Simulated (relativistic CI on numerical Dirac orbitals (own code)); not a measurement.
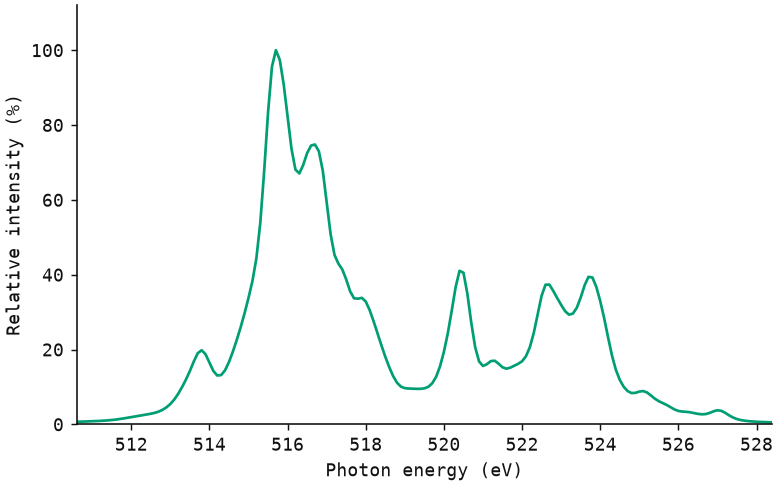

Computed core-level spectrum (absorption) of an ion of charge +2 in no crystal field (free ion). Multiplet model: relativistic Dirac–Coulomb–Breit theory, one configuration a step, Slater integrals scaled by 0.8, 300 K, Voigt broadening (Lorentzian 0.4 eV, Gaussian 0.3 eV full widths), computed with a radial Dirac CI code.

Q: Identify the element and the shell or line.

A: L₂,₃ X-ray absorption of V²⁺ (vanadium, Z = 23), initial configuration [Ar] 3d³. The main maxima lie at 513.8 eV (20), 515.7 eV (100), 516.7 eV (75), 520.4 eV (41), 521.3 eV (17), 522.7 eV (37) and 523.7 eV (39), heights in % of the largest; the centroid is at 518.5 eV. The ground state has S = 1.50.

Caveat: free-ion energies, so absolute edge positions are off by a few eV from solids.
